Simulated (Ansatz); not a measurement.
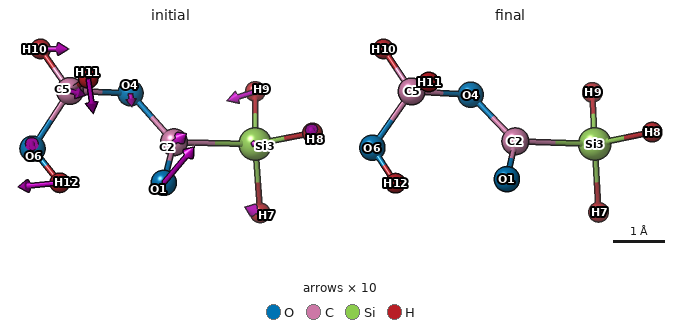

The structure of C2H6O3Si before (left) and after (right) a relaxation, at one scale. The purple arrows give the displacements, 10 times their true length.

A ball-and-stick model, seen at a tilt.

The start comes from PBE-D4/def2-SVP.

Level of theory: RKS PBE0-D4/def2-TZVP in Ansatz 0.2.0. Set-up: force threshold 0.005 eV/Å; at most 150 steps.

Question: What changed between the two?

Answer: Over 7 accepted moves (8 points after the start) the energy falls by 6.60 kJ/mol. The largest force component goes from 1 to 0.0038 eV/Å. The line search rejected the trial step at point 7 of the run. The largest move after the best rigid fit is that of O1, 0.11 Å. By element the largest moves are O 0.11 Å, H 0.10 Å, C 0.04 Å, Si 0.01 Å. Among the contacts that change: O4–C5 1.479 → 1.446 Å, O6–H12 0.984 → 0.965 Å, Si3–H7 1.500 → 1.482 Å, C5–H10 1.106 → 1.088 Å. The run took roughly 2.8 core-minutes on a shared host.
